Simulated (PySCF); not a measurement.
Consider C6H10BF2N (SMILES CN1BC=C(C(F)F)CC1).

```xyz
20

C    -2.8742    0.0865   -0.1700
N    -1.4380    0.2193   -0.1624
B    -0.7485    1.3986   -0.3696
C     0.8089    1.2957   -0.4094
C     1.4049    0.2136    0.0856
C     2.8957    0.0246    0.1598
F     3.5823    1.0620   -0.3719
F     3.2848   -1.0805   -0.5421
C     0.5960   -0.9123    0.6745
C    -0.7407   -1.0530   -0.0500
H    -3.2292   -0.3474    0.7704
H    -3.3310    1.0641   -0.2988
H    -3.1987   -0.5638   -0.9888
H    -1.3238    2.4097   -0.4957
H     1.4241    2.0909   -0.8078
H     3.2546   -0.1167    1.1952
H     1.1421   -1.8547    0.6033
H     0.4218   -0.7016    1.7356
H    -1.3699   -1.7638    0.4950
H    -0.5661   -1.4607   -1.0558
```

Geometry: GFN2-xTB.

Theory: PBE0/pcSseg-1, SCF density, gas phase, non-relativistic in PySCF 2.14.0.

### What can the converged electron density and electron localisation function tell about the bonding?

C–C (1.33 Å): the density is about 2.3 e/Å³ at the midpoint; the ELF peaks at about 0.90 between the atoms (a short, multiple covalent bond).
C–F (1.35 Å): ρ at the midpoint is about 2.3 e/Å³, with its minimum of 1.8 e/Å³ about 0.5 Å from C; the ELF peaks at about 0.85 between the atoms (a polar covalent bond).
B–N (1.38 Å): ρ at the midpoint is about 2 e/Å³; the ELF peaks at about 0.90 between the atoms: a polar covalent bond.
C–N (1.44 Å): ρ at the midpoint is about 1.9 e/Å³; the ELF peaks at about 0.95 between the atoms: localised, covalent bonding.

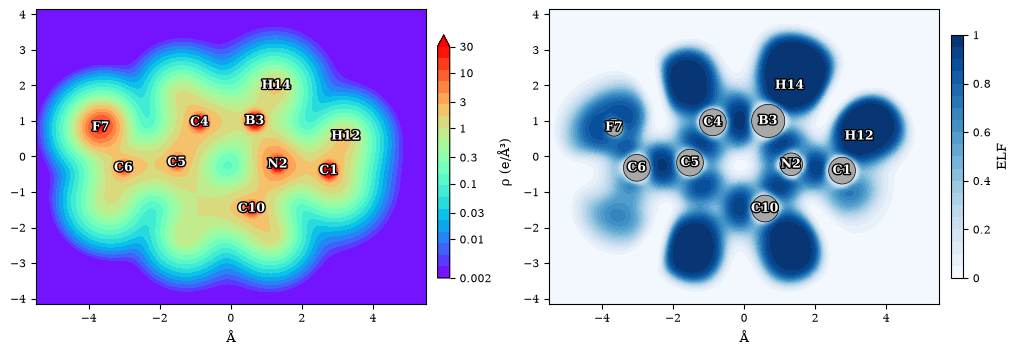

Computed electron density and electron localisation function on the plane of atoms C1, N2 and B3, in this order. Grey discs cover the atomic cores in the ELF map. 
